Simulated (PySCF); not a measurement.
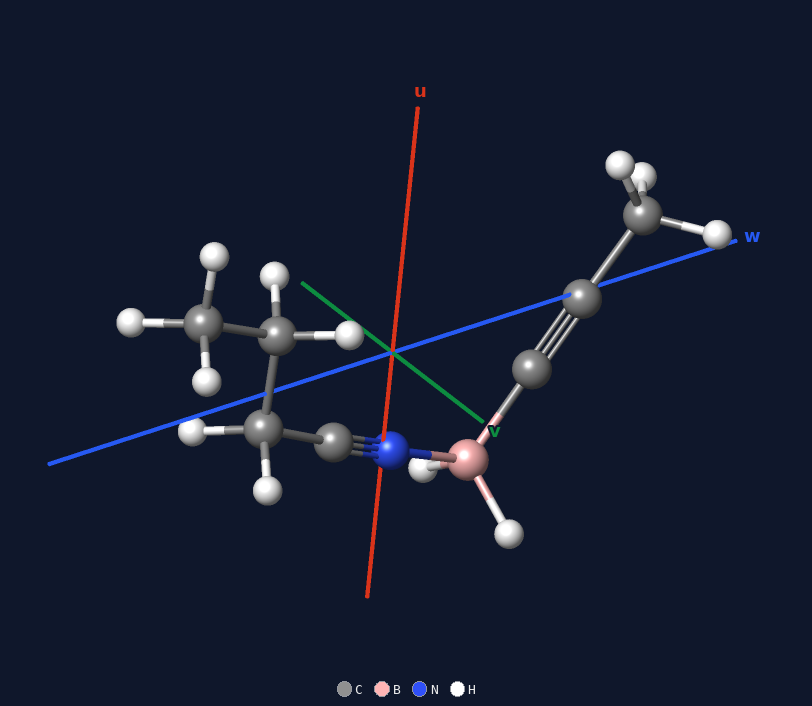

The lines u, v and w are the principal axes of the static dipole polarisability. Computed geometry: PBE0-D3(BJ)/def2-SVP optimisation. No frequency run is at hand to confirm it as a minimum. Method: PBE0/def2-SVPD (PySCF 2.14.0).

Along which axis is the molecule most polarisable, and along which least?

Answer. Most along w, least along v.

Give the three principal values.

Answer. u 114.8, v 81.3, w 146.7 bohr³; mean 114.3, anisotropy 56.7 bohr³.
